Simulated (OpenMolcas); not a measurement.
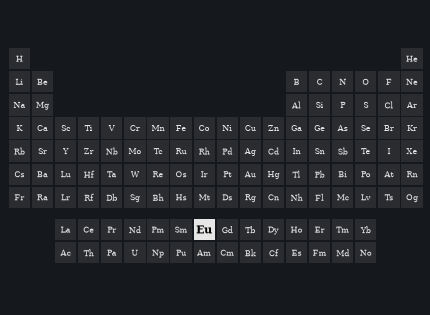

The place of europium in the periodic table.

Multiconfigurational calculation, with input and output: Eu²⁺

- system: Eu²⁺.
- method: state-averaged CASSCF, active space 7 electrons in the shell 4f, basis ANO-R2, X2C scalar Hamiltonian, spin-orbit coupling by RASSI with atomic mean-field integrals (OpenMolcas)

**The input**
```
&GATEWAY
Coord
1

Eu 0.0 0.0 0.0
Basis=ANO-R2
Group=XYZ
NoMove
AngMom=0.0 0.0 0.0
AMFI
&SEWARD
&RASSCF
FileOrb=start.orb
Symmetry=2
Spin=8
nActEl=7 0 0
Inactive=15 12
Ras2=0 7
CIRoot=4 4 1
SDav=1
CIMx=300
Iter=84 100
PrWF=0.3
OrbListing=Nothing
MaxOrb=0
Atom
>>> COPY $Project.JobIph JOB001
```

The file start.orb holds starting orbitals from an earlier step.

Hardware: 1 CPU thread, shared host.

Command:
```bash
OMP_NUM_THREADS=1 MOLCAS_MEM=2252 MOLCAS_PROJECT=a pymolcas a.inp > a.log  # once for each step of the input, in one work folder
```

**The program's output (extracts)**
```
--- SEWARD ---
Basis set label: EU.ANO-R...8S6P4D3F1G.

      Electronic valence basis set:
      ------------------
      Associated Effective Charge  63.000000 au
      Associated Actual Charge     63.000000 au
      Nuclear Model: Finite nucleus - Gaussian distribution
        Gaussian exponent, Xi/bohr**(-2):  1.65273E+08

      Shell  nPrim  nBasis  Cartesian Spherical Contaminant
         s      25       8        X
         p      19       6        X
         d      12       4                 X
         f      10       3                 X
         g       5       1                 X
                  Relativistic X2C integrals
                  Atomic mean-field integrals
--- RASSCF ---
Wave function specifications:
      -----------------------------

      Number of closed shell electrons          54
      Number of electrons in active shells       7
      Max number of holes in RAS1 space          0
      Max nr of electrons in RAS3 space          0
      Number of inactive orbitals               27
      Number of active orbitals                  7
      Number of secondary orbitals              42
      Spin quantum number                      3.5
      State symmetry                             2
Orbital specifications:
      -----------------------

      Symmetry species                           1   2
                                                ag  au
      Frozen orbitals                            0   0
      Inactive orbitals                         15  12
      Active orbitals                            0   7
      RAS1 orbitals                              0   0
      RAS2 orbitals                              0   7
      RAS3 orbitals                              0   0
      Secondary orbitals                        22  20
      Deleted orbitals                           0   0
      Number of basis functions                 37  39
      Number of CSFs                             1
      Number of root(s) required                 4
 ************ ERROR ***********
  You can't ask for more roots
  than there are configurations
 ******************************
--- Stop Module: rasscf at  /rc=_RC_INPUT_ERROR_ ---
.####################.
.# User input error #.
.####################.
```

**What the run reported**

| quantity | value |
| --- | --- |
| outcome | refused by the program |

**Diagnosis**

This input holds a deliberate fault: too many roots. The program refused the input: “You can't ask for more roots”. Limits: RASSCF multiplicity 8: _RC_INPUT_ERROR_.
